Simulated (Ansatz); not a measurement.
# MP2/def2-TZVPP run of BNH4 (SMILES BN)

What is the vertical ionisation energy of BNH4 at MP2/def2-TZVPP? 

The results are computed with Ansatz 0.2.0.

56 further runs of the same task are left out: 56 set aside as unsound or not needed.

## Step 1: The structure to begin with

The species is BNH4 (6 atoms), meant as a singlet with charge 0. As SMILES, `BN`. Geometry: relaxed at PBE0-D4/def2-TZVP.

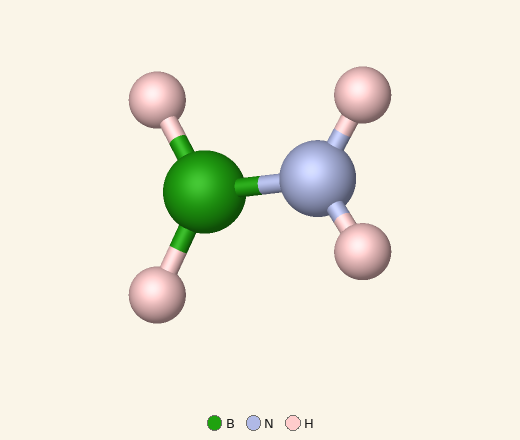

The structure, seen from a chosen angle (boron green, nitrogen light blue, hydrogen pink).

## Step 2: A single-point energy at MP2/def2-TZVPP

Input file molecule.yaml:

```yaml
crystal:
  periodic: [false, false, false]
  atoms:
    - {symbol: B, position_ang: [-0.128200, -0.679600, -0.025600]}
    - {symbol: "N", position_ang: [0.146100, 0.677400, 0.010800]}
    - {symbol: H, position_ang: [0.225800, -1.368000, 0.887500]}
    - {symbol: H, position_ang: [-0.712000, -1.128700, -0.969200]}
    - {symbol: H, position_ang: [-0.121600, 1.313700, -0.720800]}
    - {symbol: H, position_ang: [0.632000, 1.121400, 0.771300]}
basis:
  gaussian:
    orbitals: def2-TZVPP
accuracy: high
correlation:
  method: mp2
  frozen_orbitals: {B: 1, H: 0, "N": 1}
total_charge: 0
```

Run with:

```bash
ansatz run molecule.yaml --threads 1 --pin off --max-ram 3480MiB --events-out events.jsonl --progress --plain --runs-dir runs
```

Output:

```text
Warning: RAYON_NUM_THREADS=1 ignored (pool sized by the plan → 1); use --threads N
Functional definition: HF
  name "HF"
  exchange = exact_x
  correlation = 0
2045 factors; integrals over basis functions are off by at most 3.0e-9 eV
mean field evaluation 1: about -2216.4406 eV, gradient 3.1e1 eV
mean field evaluation 2: about -2216.4419 eV, gradient 3.1e1 eV
mean field evaluation 4: about -2218.5143 eV, gradient 2.5e0 eV
mean field evaluation 8: about -2218.5354 eV, gradient 2.5e-5 eV
mean field -2218.53538896 eV, -81.5296717671 hartree, gradient 1.4e-8 eV, S^2 0.000000; 0 other end points of the search recorded, 0 dependent functions left out
2 core orbitals not correlated: weight in the atoms' cores, before any rotation towards them, 1.000 or more for the frozen orbitals, at most 0.000 for the correlated occupied ones
reference -2218.53538896 eV, -81.5296717671 hartree; 6, 6 occupied and 110, 110 virtual orbitals, 2045 factors
second order -8.88987178 eV of doubles, -0.00000000 eV of singles
Total energy: -2227.42526074 eV, -81.8563685293 hartree
```

Wall time 4.5 s (1 thread of Arm Neoverse V1, shared host); peak memory 0.27 GiB.

## Step 3: The doublet cation at the same level

Input file input.yaml:

```yaml
basis:
  gaussian: {orbitals: def2-TZVPP}
crystal:
  periodic: [false, false, false]
  atoms:
    - {symbol: B, position_ang: [-0.128200, -0.679600, -0.025600]}
    - {symbol: N, position_ang: [0.146100, 0.677400, 0.010800]}
    - {symbol: H, position_ang: [0.225800, -1.368000, 0.887500]}
    - {symbol: H, position_ang: [-0.712000, -1.128700, -0.969200]}
    - {symbol: H, position_ang: [-0.121600, 1.313700, -0.720800]}
    - {symbol: H, position_ang: [0.632000, 1.121400, 0.771300]}
total_charge: 1
accuracy: high
correlation: {method: mp2, frozen_orbitals: {B: 1, H: 0, "N": 1}}
magnetization: {spin_polarized: true, initial_magnetization: 1}
```

Run with:

```bash
ansatz run input.yaml --threads 1 --pin off --max-ram 3480MiB --events-out events.jsonl --progress --plain --runs-dir runs
```

Output:

```text
Warning: RAYON_NUM_THREADS=1 ignored (pool sized by the plan → 1); use --threads N
[... 4 set-up lines as earlier in the session ...]
2045 factors; integrals over basis functions are off by at most 3.0e-9 eV
mean field evaluation 1: about -2200.3574 eV, gradient 4.1e1 eV
mean field evaluation 2: about -2200.3592 eV, gradient 4.1e1 eV
mean field evaluation 4: about -2207.0367 eV, gradient 3.2e0 eV
mean field evaluation 8: about -2207.1560 eV, gradient 1.3e-1 eV
mean field evaluation 16: about -2208.2851 eV, gradient 3.6e0 eV
mean field evaluation 32: about -2206.8477 eV, gradient 2.5e0 eV
mean field -2208.86565698 eV, -81.1743156711 hartree, gradient 2.5e-8 eV, S^2 0.758021; 5 other end points of the search recorded, 0 dependent functions left out
2 core orbitals not correlated: weight in the atoms' cores, before any rotation towards them, 1.000 or more for the frozen orbitals, at most 0.000 for the correlated occupied ones
reference -2208.86565698 eV, -81.1743156711 hartree; 6, 5 occupied and 110, 111 virtual orbitals, 2045 factors
second order -7.12680315 eV of doubles, -0.00000000 eV of singles
Total energy: -2215.99246013 eV, -81.4362208563 hartree
```

It took 7.8 s on 1 thread of Arm Neoverse V1, shared host; peak memory 0.28 GiB.

## Step 4: Results

At MP2/def2-TZVPP, 2 core orbitals frozen:

```
                                                   quantity         value
                                 singlet BNH4: total energy  -81.85637 Eh
  singlet BNH4: correlation energy (2 core orbitals frozen)    -326.7 mEh
                               doublet cation: total energy  -81.43622 Eh
doublet cation: correlation energy (2 core orbitals frozen)    -261.9 mEh
          doublet cation: ⟨S²⟩ of the reference determinant         0.758
         vertical ionisation energy (to the doublet cation)     11.433 eV
```

In words: The vertical ionisation energy comes to 11.43 eV (264 kcal/mol).
